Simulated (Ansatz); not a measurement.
# Pressure series in BP

The parent structure is BP in the zinc blende structure (space group F-43m, No. 216; a = 4.548 Å).

Cell and atoms are relaxed at each pressure.

Levels (all Ansatz, a first-principles code, PAW, earlier PAW set): PBE (420 eV, no spin-orbit coupling); r2SCAN (500 eV, without spin-orbit coupling).

The base cell above is that of PBE; each level relaxes its own structures.

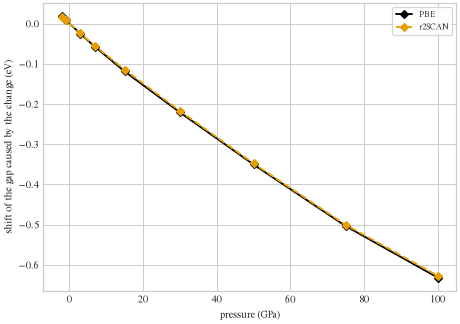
Shift of the gap caused by the change under two levels

Q: How do the two levels compare along the series?

A: The two levels differ by at most about 0.02 eV. They put the cases in the same order.

Load acts through the strain it causes; cell and atoms are relaxed under it. Whether these cells are dynamically stable was not tested. Competing high-pressure phases were not computed.
